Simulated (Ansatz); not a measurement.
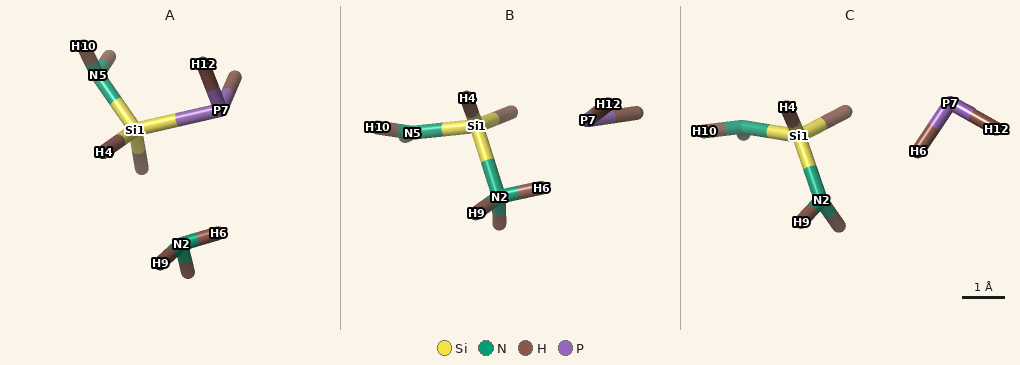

Three geometries of SiPN2H9: a saddle point and the two minima that it joins, in shuffled order. The picture is a stick view, seen at a tilt. Sticks join atoms that are closer than about 1.2 times the sum of their covalent radii (a little more with hydrogen).

Stationary points at PBE0-D4/def2-TZVP, single-point energies with CCSD(T)/CBS, SPW92 (LDA), BHLYP-D4, B3LYP-D4 (def2-TZVPP where no basis is named; Ansatz 0.2.0). The energies are electronic, without zero-point or thermal terms, and both ends are the minima reached downhill from the saddle, with any fragments still in contact. CCSD(T)/CBS stands for a frozen-core estimate: MP2 correlation extrapolated from def2-TZVPP and def2-QZVPP, CCSD(T) minus MP2 from the smaller set.

Q: Identify the saddle point and describe the reaction.

A: Frame B is the saddle point. Counted by bonded pieces, C holds PH₃ + SiH₆N₂ and A holds NH₃ + SiPH₆N. From C over the saddle to A, bonds form: P–Si (4.06 → 2.92 → 2.27 Å), H–N (2.84 → 1.11 → 1.01 Å). Bonds break: N–Si (1.72 → 1.88 → 3.15 Å), H–P (1.42 → 2.01 → 3.05 Å). The saddle has one imaginary mode, 301i cm⁻¹. With CCSD(T)/CBS the barrier is 42.0 kcal/mol from C and 34.1 kcal/mol from A, and A lies 7.8 kcal/mol above C.

```
      level  barrier from C (kcal/mol)  barrier from A (kcal/mol)  A less C (kcal/mol)
CCSD(T)/CBS                       42.0                       34.1                  7.8
SPW92 (LDA)                       28.0                       22.9                  5.1
   BHLYP-D4                       44.5                       35.5                  9.1
   B3LYP-D4                       41.3                       33.5                  7.8
```

Against CCSD(T)/CBS, B3LYP-D4 comes closest on the barrier from C (−0.6 kcal/mol) and SPW92 (LDA) misses most (−13.9 kcal/mol).

Limits of the set-up: the start holds two separate molecules, 2.8 Å apart at their closest, whose relative position is a soft coordinate.
